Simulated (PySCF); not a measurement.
## CH10Ga2N2O: excited-state calculation

System: CH10Ga2N2O, SMILES C[O][GaH-]1[NH2+][GaH2-][NH2+]1.
Method: TDDFT CAM-B3LYP/def2-SVPD, vertical, gas phase, core orbitals frozen in the response (PySCF 2.14.0).

The geometry comes from this level: PBE0-D3(BJ)/def2-SVP.

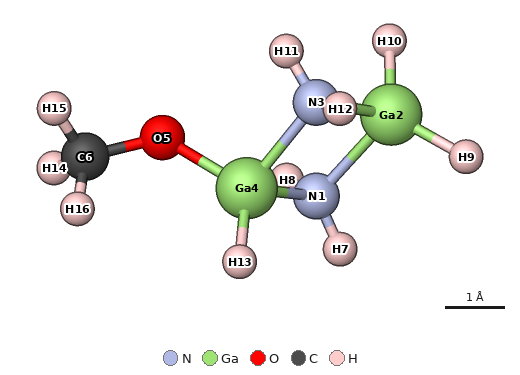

**Figure 1.** The structure as given in the input (ball-and-stick view, seen at a tilt; atoms are numbered from 1 in the order of the input). Sticks mark near contacts.

The input
```
{"job": {"kind": "uv", "xc": "CAM-B3LYP", "basis": "def2-SVPD", "nstates": 6, "ntriplets": 2, "ip": true}, "charge": 0, "multiplicity": 1}
N     -0.698678     1.577466     0.295408
Ga    -0.114648     1.199593     2.193194
N      1.050028    -0.239780     1.380477
Ga     0.553425     0.234254    -0.497579
O     -0.540502    -1.115061    -0.999136
C     -0.503761    -1.803202    -2.204555
H     -0.585931     2.542106    -0.012992
H     -1.663343     1.311202     0.093780
H      0.812923     2.374765     2.671061
H     -1.287716     0.559955     3.013645
H      0.745147    -1.191397     1.589195
H      2.039523    -0.185561     1.617650
H      1.689139     0.773927    -1.428832
H     -1.469178    -1.721550    -2.741435
H     -0.318413    -2.883747    -2.045551
H      0.280418    -1.444371    -2.902355
```

The first line tells a small driver script what to run in PySCF; the rest is the geometry in Å.

Run on 1 CPU thread, shared host.

Launch command:
```bash
OMP_NUM_THREADS=1 python <driver script> task.json out
```

Log
```
coarse grid: 60152 points
cycle   1  E = -4077.9919161215  dE = -6.725e-01  |g| = 1.016e+00  |ddm| = 6.416e+00
cycle   2  E = -4077.8224729686  dE =  1.694e-01  |g| = 1.428e+00  |ddm| = 4.567e+00
cycle   3  E = -4078.1596831184  dE = -3.372e-01  |g| = 1.404e-01  |ddm| = 2.751e+00
cycle   4  E = -4078.1625641608  dE = -2.881e-03  |g| = 6.348e-02  |ddm| = 2.855e-01
cycle   5  E = -4078.1632003734  dE = -6.362e-04  |g| = 6.869e-03  |ddm| = 9.616e-02
cycle   6  E = -4078.1632112263  dE = -1.085e-05  |g| = 2.988e-03  |ddm| = 1.795e-02
cycle   7  E = -4078.1632130127  dE = -1.786e-06  |g| = 7.567e-04  |ddm| = 4.593e-03
final grid: 124704 points
cycle   8  E = -4078.1632130306  dE = -4.267e-08  |g| = 8.313e-04  |ddm| = 7.092e-03
cycle   9  E = -4078.1632129770  dE =  5.356e-08  |g| = 1.016e-03  |ddm| = 2.672e-03
cycle  10  E = -4078.1632131535  dE = -1.765e-07  |g| = 4.449e-05  |ddm| = 1.226e-03
cycle  11  E = -4078.1632131539  dE = -3.556e-10  |g| = 2.122e-05  |ddm| = 8.643e-05
```

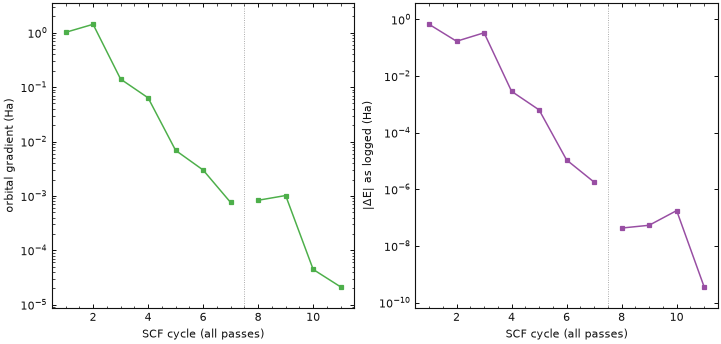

**Figure 2.** Convergence of the self-consistent field: orbital gradient and size of the energy change against the SCF cycle. The dotted line marks the change from a coarse to the final integration grid. The first 7 cycles use a coarse grid, the final grid takes over at cycle 8, and the field converges after 11 cycles in all.

```
converged SCF energy = -4078.1632131539

Static polarisability (au): isotropic 90.535, principal 79.745 86.376 105.483

Singlet excitations
state   eV       nm        f      main configurations
  1   6.5074    190.5   0.00195   H->L 0.51, H->L+2 0.22, H->L+3 0.09
  2   6.8195    181.8   0.07014   H->L+1 0.83
  3   6.9810    177.6   0.00144   H-2->L+1 0.37, H-1->L+1 0.17, H->L+2 0.12
  4   7.0347    176.2   0.00908   H-1->L 0.47, H-1->L+2 0.24, H-1->L+3 0.10
  5   7.0747    175.3   0.00036   H-1->L+1 0.32, H->L 0.22, H->L+3 0.14
  6   7.1405    173.6   0.00150   H-3->L+1 0.48, H-2->L+1 0.23, H-1->L+1 0.13

Triplet excitations (Tamm-Dancoff, eV): 6.3048 6.4879
Vertical ionisation energy (delta-SCF) = 9.3847 eV
```

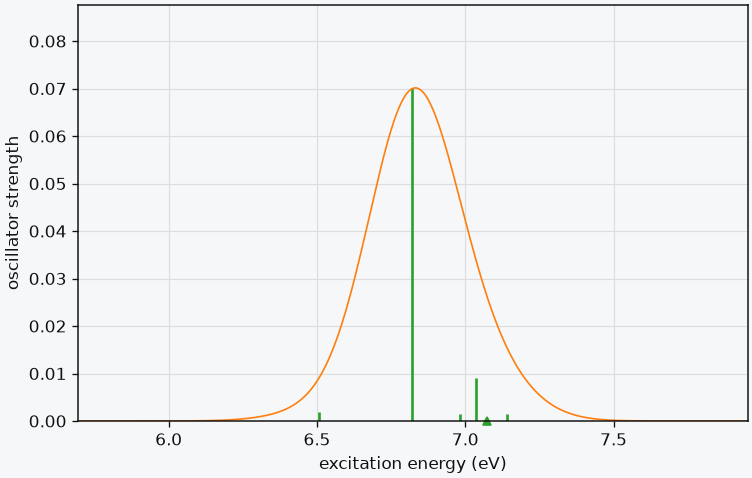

**Figure 3.** Computed excitations as sticks (degenerate states added up, dark ones marked on the axis), with a Gaussian envelope of 0.35 eV full width at half maximum, scaled to the tallest. Of the 6 states the lowest lies at 6.51 eV (f = 0.002); the strongest line is at 6.82 eV, or 182 nm (f = 0.070).

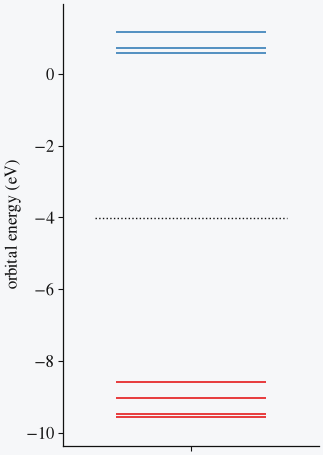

**Figure 4.** Orbital energies near the frontier; the dotted line parts filled from empty levels, and levels within 0.02 eV of each other stand side by side. Highest filled −8.59 eV, lowest empty 0.57 eV, 9.16 eV apart.

Summary

```json
{"quantity": "outcome", "value": "converged"}
{"quantity": "total energy", "value": "−4078.163213 hartree"}
{"quantity": "HOMO", "value": "−8.59 eV"}
{"quantity": "LUMO", "value": "0.57 eV"}
{"quantity": "dipole moment", "value": "1.06 D"}
{"quantity": "mean polarisability", "value": "90.53 a.u."}
{"quantity": "vertical ionisation energy", "value": "9.38 eV"}
{"quantity": "lowest singlet excitation", "value": "6.51 eV"}
{"quantity": "wall time", "value": "5.2 min"}
{"quantity": "peak memory", "value": "1.3 GiB"}
```

Spin–orbit coupling is left out, which matters for the heavy atoms.
